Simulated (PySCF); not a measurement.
# CH3Br: electronic structure in real space, part 3 of 3

For CH3Br, the scripts below compute its lowest excited states, localise its valence orbitals and pull one bond apart with RHF, UHF and CASSCF.

PySCF 2.14.0; Gaussian basis, gas phase. Earlier steps stand in the parts before.

**6. Stretching a bond (def2-svp)**

Contents of input.py:

```python
import numpy as np
from pyscf import gto, scf, mcscf

mol = gto.M(atom='''
C      1.51834    -0.00002     0.00002
Br    -0.41927     0.00000     0.00000
H      1.85478    -1.01138     0.20352
H      1.85480     0.68206     0.77398
H      1.85480     0.32944    -0.97761
''', basis='def2-svp', charge=0, spin=0, verbose=4)
# stretch the bond between atoms 1 and 3, from long to short, fragments rigid
a, b, move = 0, 2, [2]
xyz = mol.atom_coords(unit='Angstrom')
u = xyz[b] - xyz[a]
r0 = np.linalg.norm(u)
rows, last, dm_u = [], None, None
for r in [3.0, 2.35, 1.93, 1.66, 1.44, 1.28, 1.18, 1.07, 0.98]:
    new = xyz.copy()
    new[move] += u / r0 * (r - r0)
    m = mol.set_geom_(new, unit='Angstrom', inplace=False)
    rhf = scf.RHF(m).density_fit(auxbasis='def2-universal-jkfit').run()
    uhf = scf.UHF(m).density_fit(auxbasis='def2-universal-jkfit').newton()
    if dm_u is None:
        c = rhf.mo_coeff
        h = m.nelectron // 2 - 1
        ca, cb = c.copy(), c.copy()
        ca[:, h], cb[:, h] = (c[:, h] + c[:, h + 1]) / 2**.5, (c[:, h] - c[:, h + 1]) / 2**.5
        dm_u = np.array([x[:, :h + 1] @ x[:, :h + 1].T for x in (ca, cb)])
    uhf.kernel(dm0=dm_u)
    for _ in range(3):
        c, _, stable, _ = uhf.stability(return_status=True)
        if stable:
            break
        uhf.kernel(c, uhf.mo_occ)
    dm_u = uhf.make_rdm1()
    mc = mcscf.CASSCF(rhf, 2, 2)
    mc.natorb = True
    mc.fix_spin_(ss=0)
    guess = mcscf.addons.make_natural_orbitals(uhf)[1] if last is None else mcscf.project_init_guess(mc, last.mo_coeff, last.mol)
    mc.kernel(guess)
    last = mc
    act = slice(mc.ncore, mc.ncore + mc.ncas)
    print('r %.3f  RHF %.6f  UHF %.6f  <S^2> %.3f  CASSCF %.6f  occupations' % (r, rhf.e_tot, uhf.e_tot, uhf.spin_square()[0], mc.e_tot), mc.mo_occ[act].round(4))
    rows.append((new, rhf.e_tot, uhf.e_tot, uhf.spin_square()[0], mc.e_tot, mc.mo_occ[act], mc.mo_coeff[:, act], dm_u[0] - dm_u[1], rhf.converged and uhf.converged and mc.converged))
    np.savez('result.npz', **{k: [row[i] for row in rows] for i, k in enumerate('xyz rhf uhf s2 cas occ c spin ok'.split())})
```

Started as:

```
$ OMP_NUM_THREADS=1 python input.py
```

What it wrote:

```text
[ENV] PYSCF_TMPDIR <dir>
[ENV] PYSCF_MAX_MEMORY 1375
[INPUT] verbose = 4
[INPUT] num. atoms = 5
[INPUT] num. electrons = 44
[INPUT] charge = 0
[INPUT] spin (= nelec alpha-beta = 2S) = 0
[INPUT] symmetry False subgroup None
[INPUT] Mole.unit = angstrom
[INPUT] Symbol           X                Y                Z      unit          X                Y                Z       unit  Magmom
[INPUT]  1 C      1.518340000000  -0.000020000000   0.000020000000 AA    2.869246763972  -0.000037794522   0.000037794522 Bohr   0.0
[INPUT]  2 Br    -0.419270000000   0.000000000000   0.000000000000 AA   -0.792305472246   0.000000000000   0.000000000000 Bohr   0.0
[INPUT]  3 H      1.854780000000  -1.011380000000   0.203520000000 AA    3.505026221321  -1.911231207863   0.384597060871 Bohr   0.0
[INPUT]  4 H      1.854800000000   0.682060000000   0.773980000000 AA    3.505064015843   1.288906600521   1.462610225891 Bohr   0.0
[INPUT]  5 H      1.854800000000   0.329440000000  -0.977610000000 AA    3.505064015843   0.622551374477  -1.847415156636 Bohr   0.0

nuclear repulsion = 89.2702660989712
number of shells = 27
number of NR pGTOs = 119
number of NR cGTOs = 61
basis = def2-svp
ecp = {}
New geometry
   1 C      1.518340000000  -0.000020000000   0.000020000000 AA    2.869246763972  -0.000037794522   0.000037794522 Bohr
   2 Br    -0.419270000000   0.000000000000   0.000000000000 AA   -0.792305472246   0.000000000000   0.000000000000 Bohr
   3 H      2.448498709250  -2.796136134191   0.562638289539 AA    4.626991976834  -5.283931500621   1.063232274422 Bohr
   4 H      1.854800000000   0.682060000000   0.773980000000 AA    3.505064015843   1.288906600521   1.462610225891 Bohr
   5 H      1.854800000000   0.329440000000  -0.977610000000 AA    3.505064015843   0.622551374477  -1.847415156636 Bohr

******** <class 'pyscf.df.df_jk.DFRHF'> ********
method = DFRHF
initial guess = minao
damping factor = 0
level_shift factor = 0
DIIS = <class 'pyscf.scf.diis.CDIIS'>
diis_start_cycle = 1
diis_space = 8
diis_damp = 0
SCF conv_tol = 1e-09
SCF conv_tol_grad = None
SCF max_cycles = 50
direct_scf = False
Set gradient conv threshold to 3.16228e-05
Initial guess from minao.
******** <class 'pyscf.df.df.DF'> ********
auxbasis = def2-universal-jkfit
init E= -2610.19669758948
[... the frontier-level lines of each cycle are left out ...]
cycle= 1 E= -2611.29351980445  delta_E= -1.1  |g|= 0.522  |ddm|= 1.94
cycle= 2 E= -2611.25441654959  delta_E= 0.0391  |g|= 0.665  |ddm|= 1.18
cycle= 3 E= -2611.40782285024  delta_E= -0.153  |g|= 0.0434  |ddm|= 0.674
cycle= 4 E= -2611.40911388575  delta_E= -0.00129  |g|= 0.0175  |ddm|= 0.0856
cycle= 5 E= -2611.40930909272  delta_E= -0.000195  |g|= 0.00839  |ddm|= 0.0309
cycle= 6 E= -2611.40935521738  delta_E= -4.61e-05  |g|= 0.00293  |ddm|= 0.0149
cycle= 7 E= -2611.40936775128  delta_E= -1.25e-05  |g|= 0.000733  |ddm|= 0.0112
cycle= 8 E= -2611.40936849581  delta_E= -7.45e-07  |g|= 0.00017  |ddm|= 0.00248
cycle= 9 E= -2611.40936853956  delta_E= -4.38e-08  |g|= 2.92e-05  |ddm|= 0.000781
cycle= 10 E= -2611.40936854058  delta_E= -1.01e-09  |g|= 7.51e-06  |ddm|= 0.000156
cycle= 11 E= -2611.40936854064  delta_E= -6.37e-11  |g|= 2.33e-06  |ddm|= 3.95e-05
Extra cycle  E= -2611.40936854065  delta_E= -7.73e-12  |g|= 1.33e-06  |ddm|= 6.73e-06
converged SCF energy = -2611.40936854065

******** <class 'pyscf.soscf.newton_ah.SecondOrderDFUHF'> ********
method = SecondOrderDFUHF
initial guess = minao
damping factor = 0
level_shift factor = 0
DIIS = <class 'pyscf.scf.diis.CDIIS'>
diis_start_cycle = 1
diis_space = 8
diis_damp = 0
SCF conv_tol = 1e-09
SCF conv_tol_grad = None
SCF max_cycles = 50
direct_scf = False
number electrons alpha = 22  beta = 22
******** <class 'pyscf.df.df_jk.DFUHF'> Newton solver flags ********
SCF tol = 1e-09
conv_tol_grad = None
max. SCF cycles = 50
direct_scf = False
max_cycle_inner = 12
max_stepsize = 0.05
ah_start_tol = 1e+09
ah_level_shift = 0
ah_conv_tol = 1e-12
ah_lindep = 1e-14
ah_start_cycle = 1
ah_max_cycle = 40
ah_grad_trust_region = 2.5
kf_interval = 4
kf_trust_region = 5
canonicalization = True
Set conv_tol_grad to 3.16228e-05
******** <class 'pyscf.df.df.DF'> ********
auxbasis = def2-universal-jkfit
Initial guess E= -2611.53155407624  |g|= 0.0758637
macro= 0  E= -2611.54101033109  delta_E= -0.00945625  |g|= 0.00445726  4 KF 14 JK
macro= 1  E= -2611.54101641945  delta_E= -6.08836e-06  |g|= 0.000179556  2 KF 10 JK
macro= 2  E= -2611.54101641945  delta_E= -9.09495e-13  |g|= 6.60306e-06  1 KF 2 JK
Canonicalize SCF orbitals
macro X = 3  E=-2611.54101641945  |g|= 6.60306e-06  total 8 KF 30 JK
converged SCF energy = -2611.54101641945  <S^2> = 0.99646742  2S+1 = 2.2329061
uhf_internal: lowest eigs of H = [0.32417188 0.37831381 0.37842348]
<class 'pyscf.soscf.newton_ah.SecondOrderDFUHF'> wavefunction is stable in the internal stability analysis

******** <class 'pyscf.mcscf.df.DFCASSCF'> ********
CAS (1e+1e, 2o), ncore = 21, nvir = 38
max_cycle_macro = 50
max_cycle_micro = 4
conv_tol = 1e-07
conv_tol_grad = None
orbital rotation max_stepsize = 0.02
orbital rotation threshold for CI restart = 0.01
augmented hessian ah_max_cycle = 30
augmented hessian ah_conv_tol = 1e-12
augmented hessian ah_linear dependence = 1e-14
augmented hessian ah_level shift = 1e-08
augmented hessian ah_start_tol = 2.5
augmented hessian ah_start_cycle = 3
augmented hessian ah_grad_trust_region = 3
kf_trust_region = 3
kf_interval = 4
ci_response_space = 4
ci_grad_trust_region = 3
with_dep4 0
natorb = True
canonicalization = True
sorting_mo_energy = False
ao2mo_level = 2
internal_rotation = False
******** <class 'pyscf.fci.addons.SpinPenaltyFCISolver'> ********
max. cycles = 50
conv_tol = 1e-08
davidson only = True
linear dependence = 1e-12
...
cycle= 9 E= -2611.67444626177  delta_E= -1.77e-10  |g|= 2.45e-06  |ddm|= 4.02e-05
Extra cycle  E= -2611.67444626175  delta_E= 1.14e-11  |g|= 8.11e-07  |ddm|= 6.06e-06
converged SCF energy = -2611.67444626175

******** <class 'pyscf.soscf.newton_ah.SecondOrderDFUHF'> ********
method = SecondOrderDFUHF
initial guess = minao
damping factor = 0
level_shift factor = 0
DIIS = <class 'pyscf.scf.diis.CDIIS'>
diis_start_cycle = 1
diis_space = 8
diis_damp = 0
SCF conv_tol = 1e-09
SCF conv_tol_grad = None
SCF max_cycles = 50
direct_scf = False
number electrons alpha = 22  beta = 22
******** <class 'pyscf.df.df_jk.DFUHF'> Newton solver flags ********
SCF tol = 1e-09
conv_tol_grad = None
max. SCF cycles = 50
direct_scf = False
max_cycle_inner = 12
max_stepsize = 0.05
ah_start_tol = 1e+09
ah_level_shift = 0
ah_conv_tol = 1e-12
ah_lindep = 1e-14
ah_start_cycle = 1
ah_max_cycle = 40
ah_grad_trust_region = 2.5
kf_interval = 4
kf_trust_region = 5
canonicalization = True
Set conv_tol_grad to 3.16228e-05
******** <class 'pyscf.df.df.DF'> ********
auxbasis = def2-universal-jkfit
Initial guess E= -2611.67417160699  |g|= 0.0195734
macro= 0  E= -2611.67444626173  delta_E= -0.000274655  |g|= 1.47063e-05  3 KF 10 JK
macro= 1  E= -2611.67444626172  delta_E= 3.63798e-12  |g|= 4.39125e-06  1 KF 2 JK
Canonicalize SCF orbitals
macro X = 2  E=-2611.67444626172  |g|= 4.39125e-06  total 5 KF 15 JK
converged SCF energy = -2611.67444626172  <S^2> = -3.907985e-14  2S+1 = 1
uhf_internal: lowest eigs of H = [0.55729914 0.5597638  0.80056627]
<class 'pyscf.soscf.newton_ah.SecondOrderDFUHF'> wavefunction is stable in the internal stability analysis

******** <class 'pyscf.mcscf.df.DFCASSCF'> ********
CAS (1e+1e, 2o), ncore = 21, nvir = 38
max_cycle_macro = 50
max_cycle_micro = 4
conv_tol = 1e-07
conv_tol_grad = None
orbital rotation max_stepsize = 0.02
orbital rotation threshold for CI restart = 0.01
augmented hessian ah_max_cycle = 30
augmented hessian ah_conv_tol = 1e-12
augmented hessian ah_linear dependence = 1e-14
augmented hessian ah_level shift = 1e-08
augmented hessian ah_start_tol = 2.5
augmented hessian ah_start_cycle = 3
augmented hessian ah_grad_trust_region = 3
kf_trust_region = 3
kf_interval = 4
ci_response_space = 4
ci_grad_trust_region = 3
with_dep4 0
natorb = True
canonicalization = True
sorting_mo_energy = False
ao2mo_level = 2
internal_rotation = False
******** <class 'pyscf.fci.addons.SpinPenaltyFCISolver'> ********
max. cycles = 50
conv_tol = 1e-08
davidson only = True
linear dependence = 1e-12
level shift = 0.001
max iter space = 12
nroots = 1
pspace_size = 400
spin = None
DFCASCI/DFCASSCF: density fitting for JK matrix and 2e integral transformation
CASCI E = -2611.66886860953  S^2 = 0.0000000
Set conv_tol_grad to 0.000316228
macro iter   1 ( 13 JK    4 micro), CASSCF E = -2611.68738780314  dE = -1.85191936e-02  S^2 = 0.0000000
               |grad[o]|=0.526  |grad[c]|=0.0166  |ddm|=0.0246  |maxRot[o]|=0.0379
macro iter   2 ( 11 JK    4 micro), CASSCF E = -2611.68739228687  dE = -4.48372521e-06  S^2 = 0.0000000
               |grad[o]|=0.00496  |grad[c]|=4.39e-05  |ddm|=0.00066  |maxRot[o]|=0.00709
macro iter   3 (  3 JK    1 micro), CASSCF E = -2611.68739228718  dE = -3.10592441e-10  S^2 = 0.0000000
               |grad[o]|=3.03e-05  |grad[c]|=6.5e-06  |ddm|=8.08e-06  |maxRot[o]|=1.68e-05
1-step CASSCF converged in   3 macro ( 27 JK   9 micro) steps
CASSCF canonicalization
Natural occ [1.98806169 0.01193831]
Natural orbital (expansion on meta-Lowdin AOs) in CAS space
               #1        #2
0 C 1s           0.00485  -0.00137
0 C 2s           0.32569   0.38890
0 C 3s          -0.03352  -0.03337
0 C 2px          0.16577   0.10811
0 C 2py         -0.64032  -0.48216
0 C 2pz          0.12889   0.09707
0 C 3px         -0.01761  -0.02369
0 C 3py          0.05800   0.11322
0 C 3pz         -0.01167  -0.02280
0 C 3dxy        -0.01923  -0.04052
0 C 3dyz        -0.01319  -0.03815
0 C 3dz^2       -0.01947  -0.05305
0 C 3dxz         0.00387   0.00816
0 C 3dx2-y2     -0.02918  -0.08990
1 Br 1s          0.00003   0.00004
1 Br 2s         -0.00049  -0.00001
1 Br 3s          0.00319  -0.00361
1 Br 4s         -0.02112  -0.00371
1 Br 5s         -0.00551   0.01157
1 Br 2px        -0.00002  -0.00008
1 Br 2py         0.00004   0.00005
1 Br 2pz        -0.00001  -0.00001
1 Br 3px         0.00023   0.00062
1 Br 3py        -0.00037  -0.00026
1 Br 3pz         0.00007   0.00005
1 Br 4px        -0.02808  -0.04383
1 Br 4py         0.05720   0.04082
1 Br 4pz        -0.01151  -0.00822
1 Br 5px        -0.00464   0.00663
1 Br 5py         0.02033   0.01543
1 Br 5pz        -0.00409  -0.00311
1 Br 3dxy       -0.00015   0.00025
1 Br 3dyz       -0.00003  -0.00000
1 Br 3dz^2       0.00002   0.00010
1 Br 3dxz        0.00003  -0.00005
1 Br 3dx2-y2    -0.00016  -0.00018
1 Br 4dxy        0.00857  -0.02413
1 Br 4dyz        0.00078   0.00354
1 Br 4dz^2       0.00001  -0.00625
1 Br 4dxz       -0.00173   0.00486
1 Br 4dx2-y2     0.00368   0.02771
1 Br 5dxy        0.00509   0.00820
1 Br 5dyz       -0.00001  -0.00114
1 Br 5dz^2       0.00033  -0.00069
1 Br 5dxz       -0.00102  -0.00165
1 Br 5dx2-y2    -0.00064  -0.00423
2 H 1s           0.64531  -0.73228
2 H 2s          -0.08508   0.12383
2 H 2px         -0.00988  -0.03046
2 H 2py          0.02796   0.04831
2 H 2pz         -0.00563  -0.00971
3 H 1s          -0.03971   0.01723
3 H 2s          -0.00633   0.03704
3 H 2px         -0.00016  -0.00547
3 H 2py          0.00262   0.03181
3 H 2pz          0.00047  -0.00807
4 H 1s          -0.03973   0.01727
4 H 2s          -0.00634   0.03704
4 H 2px         -0.00016  -0.00547
4 H 2py          0.00223   0.03245
4 H 2pz         -0.00144  -0.00487
<CAS-nat-orb|mo-hf>  22     17      -0.43273307
<CAS-nat-orb|mo-hf>  22     18      -0.80305878
<CAS-nat-orb|mo-hf>  23     26      -0.45164807
<CAS-nat-orb|mo-hf>  23     40      -0.57243376
<CAS-nat-orb|mo-hf>  23     41       0.43137726
CASSCF energy = -2611.68739228718
CASCI E = -2611.68739228718  E(CI) = -2.16232248693586  S^2 = 0.0000000
r 0.980  RHF -2611.674446  UHF -2611.674446  <S^2> -0.000  CASSCF -2611.687392  occupations [1.9881 0.0119]
```

It took 84 s on 1 thread of Arm Neoverse V1, shared host; peak memory 0.23 GiB.

**7. Post-processing**

Energies in eV, each from its own lowest point:

| C1–H3 (Å) | RHF | UHF | CASSCF | ⟨S²⟩ (UHF) | unpaired electrons (CASSCF) |
| --- | --- | --- | --- | --- | --- |
| 3.00 | 7.46 | 3.88 | 4.31 | 1.00 | 1.72 |
| 2.35 | 5.65 | 3.78 | 3.85 | 0.90 | 0.83 |
| 1.93 | 3.92 | 3.39 | 2.93 | 0.61 | 0.23 |
| 1.66 | 2.53 | 2.53 | 1.95 | 0.07 | 0.07 |
| 1.44 | 1.31 | 1.31 | 0.99 | 0.00 | 0.02 |
| 1.28 | 0.51 | 0.51 | 0.34 | 0.00 | 0.01 |
| 1.18 | 0.14 | 0.14 | 0.06 | 0.00 | 0.00 |
| 1.07 | 0.00 | 0.00 | 0.00 | 0.00 | 0.00 |
| 0.98 | 0.25 | 0.25 | 0.31 | 0.00 | 0.00 |

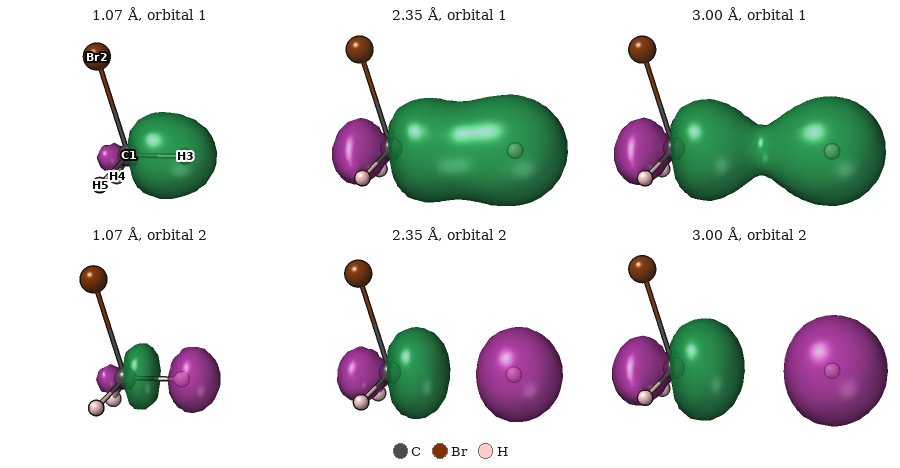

Rigid stretch of the C1–H3 bond. The two CASSCF(2,2) natural orbitals nearest half filling (orbital 1 the more occupied).

**How do the occupations change along the stretch?**

1.07 Å: 1.98 and 0.02; 2.35 Å: 1.60 and 0.40; 3.00 Å: 1.27 and 0.73. At the longest distance computed (3.00 Å) they are 1.27 and 0.73, and the effective number of unpaired electrons is 1.7.

**Where does the UHF solution part from RHF?**

Between 1.44 Å (⟨S²⟩ = 0, the two coincide) and 1.66 Å (⟨S²⟩ = 0.07); at 3.00 Å ⟨S²⟩ is 1.00 and UHF lies 3.6 eV below RHF.

**How much energy does the stretch cost?**

By CASSCF, 4.3 eV from the lowest point of the scan (1.07 Å) to 3.00 Å; RHF gives 7.5 eV from its own lowest point. The fragments aren't relaxed and dynamic correlation is missing, so this isn't a bond dissociation energy.

**8. Summary of results**

What follows sums up all 3 parts.

| quantity | value |
| --- | --- |
| lowest singlet excitation (LC-wPBE/aug-cc-pvdz) | 6.46 eV |
| localised occupied orbitals above −45 eV (M06-2X/def2-tzvp) | 7 |
| cost of the stretch to 3.0 Å, CASSCF and RHF (def2-svp) | 4.3 and 7.5 eV |

What this shows: RHF rises too steeply at long distance, since it keeps both electrons in one orbital and so mixes in ionic fragments. All values hold at the given geometry, in the gas phase.
